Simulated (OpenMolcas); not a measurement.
# Multiconfigurational calculation for Cs

- system: Cs.
- method: state-averaged CASSCF, active space 1 electron in the shells 6s 6p, basis ANO-RCC-VTZP, DKH4 scalar Hamiltonian, spin-orbit coupling by RASSI with atomic mean-field integrals (OpenMolcas)

### Input
```
&GATEWAY
Coord
1

Cs 0.0 0.0 0.0
Basis=ANO-RCC-VTZP
Group=XYZ
NoMove
AngMom=0.0 0.0 0.0
AMFI
&SEWARD
Relativistic=R04O02
&RASSCF
FileOrb=start.orb
Symmetry=1
Spin=2
nActEl=1 0 0
Inactive=15 12
Ras2=1 3
CIRoot=1 1 1
SDav=1
CIMx=300
Iter=120 100
PrWF=0.3
OrbListing=Nothing
MaxOrb=0
Atom
>>> COPY $Project.JobIph JOB001
&RASSCF
FileOrb=start.orb
Symmetry=2
Spin=2
nActEl=1 0 0
Inactive=15 12
Ras2=1 3
CIRoot=3 3 1
SDav=3
CIMx=300
Iter=120 100
PrWF=0.3
OrbListing=Nothing
MaxOrb=0
Atom
>>> COPY $Project.JobIph JOB002
&RASSI
NrOfJobIphs=2 1 3
1
1 2 3
IphNames
JOB001
JOB002
EJob
SpinOrbit
DIPRint=1.0
SOCoupling=1000.0
Subsets=2
MEES
Property=10
'ANGMOM' 1 'ANGMOM' 2 'ANGMOM' 3 'MLTPL  1' 1 'MLTPL  1' 2 'MLTPL  1' 3
'AMFI' 1 'AMFI' 2 'AMFI' 3 'MLTPL  2' 6
SOProperty=3
'ANGMOM' 1 'ANGMOM' 2 'ANGMOM' 3
```

The file start.orb holds starting orbitals from an earlier step. A driver script formed the levels outside the program, from RASSI's spin-orbit matrix and the active-space energies, averaged over the components of each term or state.

Hardware: 1 CPU thread, shared host.

Run as:
```bash
OMP_NUM_THREADS=1 MOLCAS_MEM=2252 MOLCAS_PROJECT=a pymolcas a.inp > a.log  # once for each step of the input, in one work folder
```

### The program's output (extracts)
```
--- SEWARD ---
Basis set label: CS.ANO-RCC...8S7P4D2F1G.

      Electronic valence basis set:
      ------------------
      Associated Effective Charge  55.000000 au
      Associated Actual Charge     55.000000 au
      Nuclear Model: Point charge

      Shell  nPrim  nBasis  Cartesian Spherical Contaminant
         s      26       8        X
         p      22       7        X
         d      15       4                 X
         f       4       2                 X
         g       2       1                 X
Relativistic=R04O02
                  Relativistic Douglas-Kroll-Hess integrals:
                    - DKH order of Hamiltonian: 4
                    - DKH order of Properties : 2
--- RASSCF ---
Wave function specifications:
      -----------------------------

      Number of closed shell electrons          54
      Number of electrons in active shells       1
      Max number of holes in RAS1 space          0
      Max nr of electrons in RAS3 space          0
      Number of inactive orbitals               27
      Number of active orbitals                  4
      Number of secondary orbitals              41
      Spin quantum number                      0.5
      State symmetry                             1
Orbital specifications:
      -----------------------

      Symmetry species                           1   2
                                                ag  au
      Frozen orbitals                            0   0
      Inactive orbitals                         15  12
      Active orbitals                            1   3
      RAS1 orbitals                              0   0
      RAS2 orbitals                              1   3
      RAS3 orbitals                              0   0
      Secondary orbitals                        21  20
      Deleted orbitals                           0   0
      Number of basis functions                 37  35
      Number of CSFs                             1
      Number of root(s) required                 1
      Iter CI   SX   CI       RASSCF       Energy    max ROT     max BLB   max BLB  Level Ln srch  Step   QN
          iter iter root      energy       change     param      element    value   shift minimum  type update
 Nr of preliminary CI iterations:   1
 ###############################################################################
 ###############################################################################
 ###                                                                         ###
 ###                                                                         ###
 ###    WARNING: Problems in orbital optimization.                           ###
 ###                                                                         ###
 ###                                                                         ###
 ###############################################################################
 ###############################################################################
  Warning: In symmetry  2, orbital p=  13 has diagonal density matrix element D(p,p) close to zero. D(p,p)=  0.000000E+00
  Warning: In symmetry  2, orbital p=  14 has diagonal density matrix element D(p,p) close to zero. D(p,p)=  0.000000E+00
        ...
  Warning: In symmetry  2, orbital p=  13 has diagonal density matrix element D(p,p) close to zero. D(p,p)=  0.000000E+00
  Warning: In symmetry  2, orbital p=  14 has diagonal density matrix element D(p,p) close to zero. D(p,p)=  0.000000E+00
  Warning: In symmetry  2, orbital p=  15 has diagonal density matrix element D(p,p) close to zero. D(p,p)=  0.000000E+00
        4   1    2    1  -783.21264064   -1.09E-11   3.85E-08   10  19 2  1.14E-07   0.50   0.00    SX    NO
      Convergence after  4 iterations
        5   1    2    1  -783.21264064    9.09E-13   3.85E-08   10  16 2  5.91E-08   0.50   0.00    SX    NO
      Natural orbitals and occupation numbers for root  1
      sym 1:   1.000000
      sym 2:   0.000000   0.000000   0.000000
::    RASSCF root number  1 Total energy:  -7783.21264064
--- RASSCF ---
Wave function specifications:
      -----------------------------

      Number of closed shell electrons          54
      Number of electrons in active shells       1
      Max number of holes in RAS1 space          0
      Max nr of electrons in RAS3 space          0
      Number of inactive orbitals               27
      Number of active orbitals                  4
      Number of secondary orbitals              41
      Spin quantum number                      0.5
      State symmetry                             2
Orbital specifications:
      -----------------------

      Symmetry species                           1   2
                                                ag  au
      Frozen orbitals                            0   0
      Inactive orbitals                         15  12
      Active orbitals                            1   3
      RAS1 orbitals                              0   0
      RAS2 orbitals                              1   3
      RAS3 orbitals                              0   0
      Secondary orbitals                        21  20
      Deleted orbitals                           0   0
      Number of basis functions                 37  35
      Number of CSFs                             3
      Number of root(s) required                 3
      Iter CI   SX   CI       RASSCF       Energy    max ROT     max BLB   max BLB  Level Ln srch  Step   QN
          iter iter root      energy       change     param      element    value   shift minimum  type update
 Nr of preliminary CI iterations:   1
 ###############################################################################
 ###############################################################################
 ###                                                                         ###
 ###                                                                         ###
 ###    WARNING: Problems in orbital optimization.                           ###
 ###                                                                         ###
 ###                                                                         ###
 ###############################################################################
 ###############################################################################
  Warning: In symmetry  1, orbital p=  16 has diagonal density matrix element D(p,p) close to zero. D(p,p)=  0.000000E+00
      Total energies have been shifted. Add                -7000.00 au
        ...
 ###############################################################################
 ###############################################################################
  Warning: In symmetry  1, orbital p=  16 has diagonal density matrix element D(p,p) close to zero. D(p,p)=  0.000000E+00
        4   1    2    0  -783.16933277    6.37E-12  -6.67E-08   10  19 2 -1.72E-07   0.50   0.00    SX    NO
      Convergence after  4 iterations
        5   1    2    0  -783.16933277   -8.19E-12  -6.67E-08   10  16 2 -8.24E-08   0.50   0.00    SX    NO
      Natural orbitals and occupation numbers for root  1
      sym 1:   0.000000
      sym 2:   0.000000   1.000000   0.000000
      Natural orbitals and occupation numbers for root  2
      sym 1:   0.000000
      sym 2:   0.000000   0.000000   1.000000
      Natural orbitals and occupation numbers for root  3
      sym 1:   0.000000
      sym 2:   1.000000   0.000000   0.000000
::    RASSCF root number  1 Total energy:  -7783.16933277
::    RASSCF root number  2 Total energy:  -7783.16933277
::    RASSCF root number  3 Total energy:  -7783.16933277
--- RASSI ---
SPIN-FREE ENERGIES:
  (Shifted by EMIN (a.u.) =      -7783.2126406383)

 SF State       Relative EMIN(au)   Rel lowest level(eV)    D:o, cm**(-1)      L_eff

     1             0.0000000000        0.0000000000              0.0000         0.0
     2             0.0433078698        1.1784671731           9504.9788         1.0
     3             0.0433078698        1.1784671731           9504.9788         1.0
     4             0.0433078698        1.1784671731           9504.9788         1.0
     Dipole printing threshold changed to   1.00000000E+00

++ Dipole transition strengths (spin-free states):
   -----------------------------------------------
     for osc. strength at least  1.00000000E+00

  ( Max oscillator strength is only   0.39473402179195483      )
--
Eigenvalues of complex Hamiltonian:
   -----------------------------------
  (Shifted by EMIN (a.u.) =      -7783.2126406383)

 SO State       Relative EMIN(au)   Rel lowest level(eV)    D:o, cm**(-1)     J-value

     1             0.0000000000        0.0000000000              0.0000         0.4
     2             0.0000000000        0.0000000000              0.0000         0.4
     3             0.0423772628        1.1531440648           9300.7341         0.4
     4             0.0423772628        1.1531440648           9300.7341         0.4
     5             0.0437731733        1.1911287272           9607.1011         1.0
     6             0.0437731733        1.1911287272           9607.1011         1.0
     7             0.0437731733        1.1911287272           9607.1011         1.3
     8             0.0437731733        1.1911287272           9607.1011         1.3
Weights of the five most important spin-orbit-free states for each spin-orbit state.

 SO State  Total energy (au)           Spin-free states, spin, and weights
 -------------------------------------------------------------------------------------------------------
    1         0.000000       1 0.5  1.0000    4 0.5  0.0000    3 0.5  0.0000    2 0.5  0.0000
    2         0.000000       1 0.5  1.0000    4 0.5  0.0000    3 0.5  0.0000    2 0.5  0.0000
    3         0.042377       4 0.5  0.3333    3 0.5  0.3333    2 0.5  0.3333    1 0.5  0.0000
    4         0.042377       4 0.5  0.3333    3 0.5  0.3333    2 0.5  0.3333    1 0.5  0.0000
    5         0.043773       4 0.5  0.6667    3 0.5  0.1667    2 0.5  0.1667    1 0.5  0.0000
    6         0.043773       4 0.5  0.6667    3 0.5  0.1667    2 0.5  0.1667    1 0.5  0.0000
    7         0.043773       3 0.5  0.5000    2 0.5  0.5000    4 0.5  0.0000    1 0.5  0.0000
    8         0.043773       3 0.5  0.5000    2 0.5  0.5000    4 0.5  0.0000    1 0.5  0.0000
 -------------------------------------------------------------------------------------------------------
```

### Spin-orbit levels, grouped by J and assigned

```
Configuration   Level  E (eV)  LS purity (%)  Landé g
           6s   ²S₁/₂       0            100    2.002
           6p  ²P°₁/₂   1.153            100    0.666
           6p  ²P°₃/₂   1.191            100    1.334
```

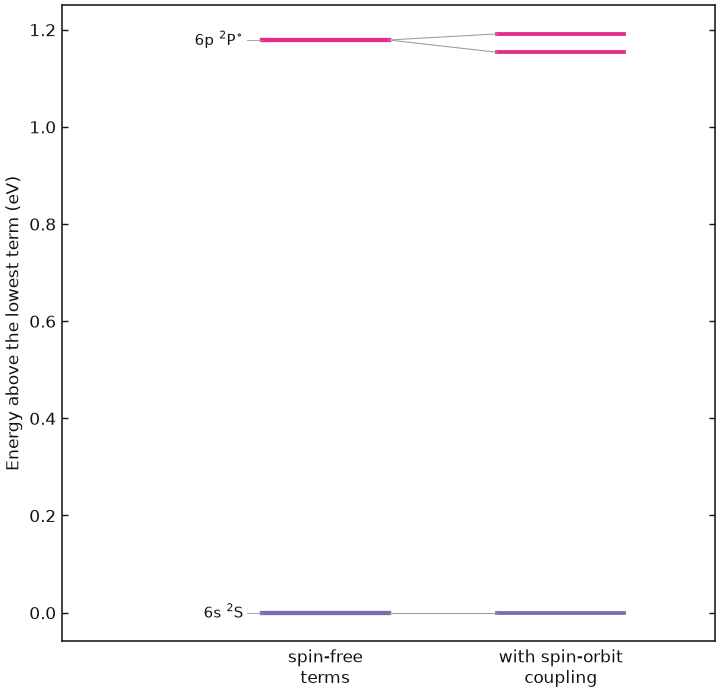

Terms of the Cs atom without and with spin-orbit coupling; the J values are left off. 6s ²S (at 0) gives the one level J = 1/2; 6p ²P° (at 1.18 eV) splits over 0.0380 eV into J = 1/2, 3/2 from the bottom up (normal). The ground level lies 0 below the lowest term.

### Results in brief

| quantity | value |
| --- | --- |
| outcome | converged |
| lowest level | 6s ²S₁/₂ |
| first excited level | 6p ²P°₁/₂, 9,301 cm⁻¹ (measured: 11,178) |
| energy of the lowest spin-free term | −7783.21264 hartree |
| energy of the lowest spin-orbit level | −7783.21264 hartree |
| largest spread among components of a term | 0.0 cm⁻¹ |
| wall time | 11 s |
